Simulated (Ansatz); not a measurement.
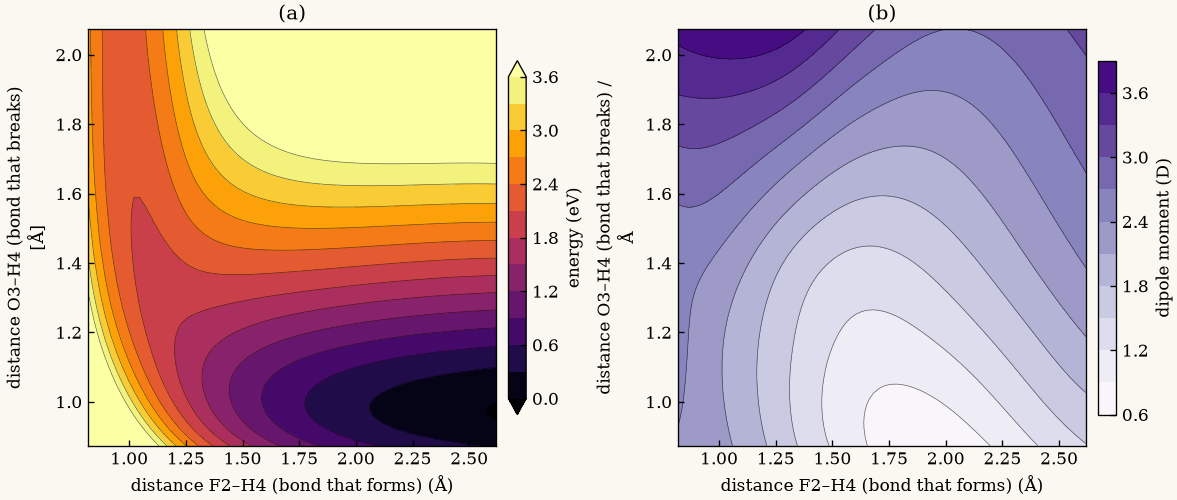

The reacting system Cl₂FHOZr. The first coordinate is: distance F2–H4 (bond that forms); the second: distance O3–H4 (bond that breaks). Relaxed at each point: all other coordinates. Grid: 7 × 7 points. Points are written as (first, second). Energies: eV, counted from the lowest grid point. The reference is spin-restricted, so regions where a bond is pulled apart into radicals lie too high. The calculation used RKS PBE0-D4/def2-SVP (Ansatz 0.2.0).

Panel (a) is the energy; panel (b) is the computed dipole moment, in D.

The picture shows filled contours, one colour for all values above the top of the scale. Between grid points the surface is interpolated.

Question: How does the dipole moment vary over the map, and what is it at the lowest grid point?

Answer: Leaving out the highest fifth of the energies, it runs from 0.70 D at (1.903 Å, 0.873 Å) to 3.85 D at (1.011 Å, 2.073 Å). At the lowest grid point, (2.619 Å, 1.001 Å), it is 1.75 D. That point lies on the edge of the scan.

```
second ↓, first →  0.819  1.011  1.275  1.576  1.903  2.252  2.619
            2.073   3.69   3.85   3.77   3.21   2.74   2.77   3.07
            1.828   3.18   3.18   2.96   2.48   2.28   2.48   2.85
            1.596   2.74   2.68   2.27   1.86   1.87   2.20   2.64
            1.378   2.49   2.29   1.78   1.39   1.50   1.90   2.39
            1.177   2.48   2.12   1.61   1.13   1.16   1.57   2.08
            1.001   2.43   2.12   1.58   0.99   0.86   1.23   1.75
            0.873   2.38   2.18   1.66   1.03   0.70   0.97   1.49
```
